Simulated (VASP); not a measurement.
Band structure of EuS (rock salt). These are rev-vdW-DF2, VASP's PBE PAW potentials (set 64) (plane waves; VASP) values and carry that method's errors.

The 4f electrons are frozen in the core of the lanthanide potential, so 4f levels, which can set the real gap, and their magnetism are missing.

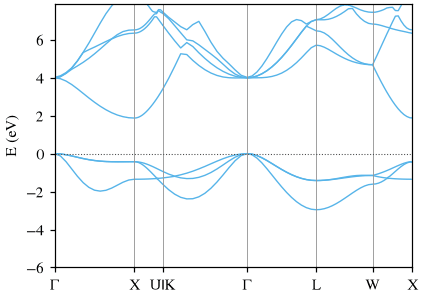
Bands along high-symmetry lines, zero at the valence-band maximum or, without a gap, the Fermi level

### Question
Read the plot: is there a gap, and where are the band edges?

### Answer
The gap is indirect, 1.87 eV, from the valence maximum at Γ to the conduction minimum at X. (Edges off the drawn lines would not show.)

The compound is EuS in the rock salt structure. It was relaxed first, which changed the volume by -7 %.
